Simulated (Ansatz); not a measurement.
H$_{3}$O$_{4}$Ta (SMILES [O]=[Ta]([OH])([OH])[OH])

| atom | x (Å) | y (Å) | z (Å) |
| --- | --- | --- | --- |
| O | -0.3578 | -1.4727 | 1.6585 |
| Ta | -0.0753 | -0.3516 | 0.3844 |
| O | 1.7246 | 0.2609 | 0.5536 |
| O | -1.3232 | 1.0771 | 0.5961 |
| O | -0.3466 | -1.2797 | -1.2612 |
| H | 2.2782 | 0.8788 | 0.0798 |
| H | -1.5213 | 1.8814 | 0.1200 |
| H | -0.2865 | -1.0514 | -2.1871 |

Geometry: PBE0-D4/def2-TZVP; core potentials replace the inner electrons of Ta.

Computed with Ansatz, RKS PBE0-D4/def2-TZVPP.

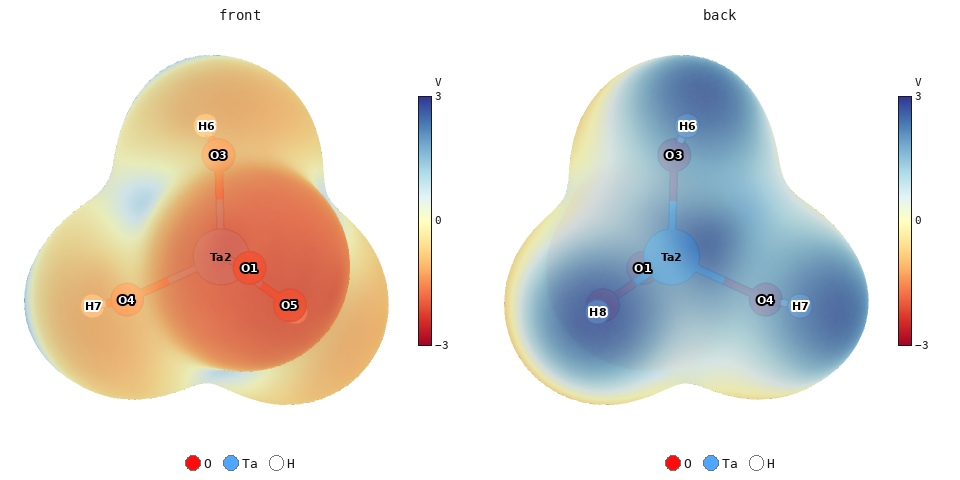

Figure 1. The molecular electrostatic potential painted on the density surface at 0.001 e/bohr³, seen from the front and from behind; the colour scale runs from red (negative) to blue (positive).

Q: Which sites attract a positive test charge, and which a negative one?

A: A positive charge is drawn to the negative regions and a negative charge to the positive ones. The most negative region (about −1.9 V, or −44 kcal/mol for a unit charge) lies over O1, the most positive (about +2.5 V, or +58 kcal/mol for a unit charge) over H6, H7 and H8. O1 is the likeliest acceptor of a hydrogen bond.

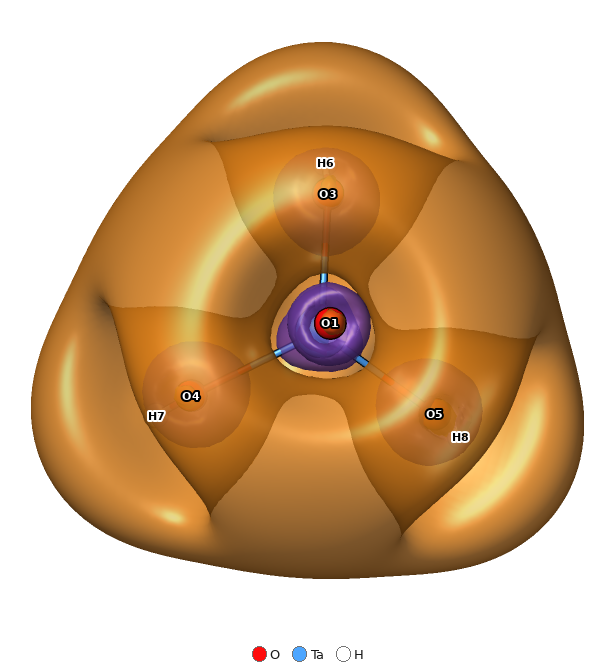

Figure 2. The LUMO at ±0.05 Å⁻³ᐟ² (orange and purple are the two phases), seen across its widest extent.

Q: Describe this orbital and give its energy.

A: Its weight (Hirshfeld) is mainly on Ta2 (about 50 %), H8 (about 10 %), H7 (about 10 %), H6 (about 10 %), O3 (about 5 %), O4 (about 5 %) and O5 (about 5 %). Its energy is −0.60 eV.

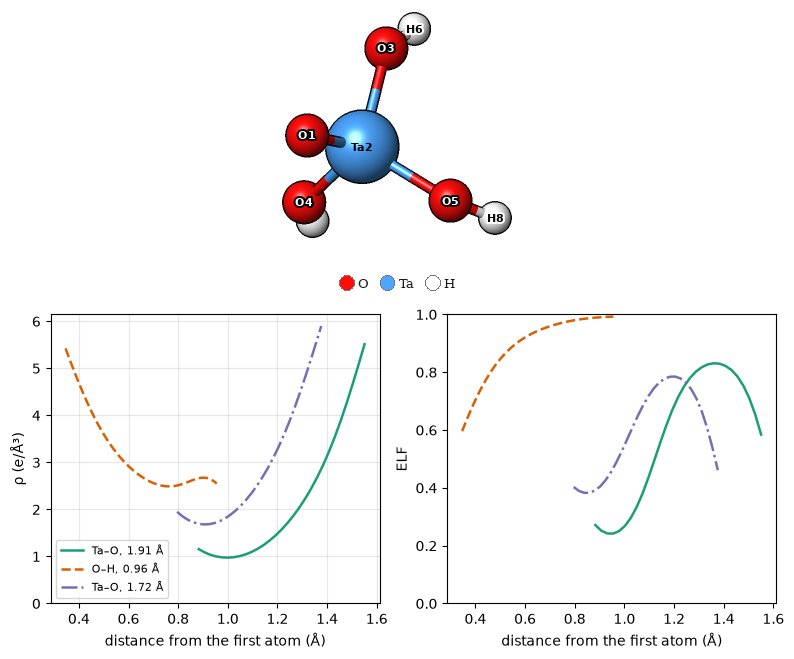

Figure 3. Electron density and electron localisation function along straight lines between neighbouring atoms. The curves leave out the atomic cores. The structure is drawn too.

Q: What can be read from the curves?

A: Ta–O (1.91 Å): the density is about 1 e/Å³ at the midpoint; the ELF peaks at about 0.85 in the valence shell of O, 0.5 Å from its nucleus, and drops to about 0.25 between the two atoms.
O–H (0.96 Å): the density is about 3.8 e/Å³ at the midpoint; the ELF climbs to about 1 towards the hydrogen, as it does in any bond to H (a covalent bond by its length).
Ta–O (1.72 Å): ρ at the midpoint is about 1.7 e/Å³; the ELF peaks at about 0.80 in the valence shell of O, 0.5 Å from its nucleus, and drops to about 0.40 between the two atoms.
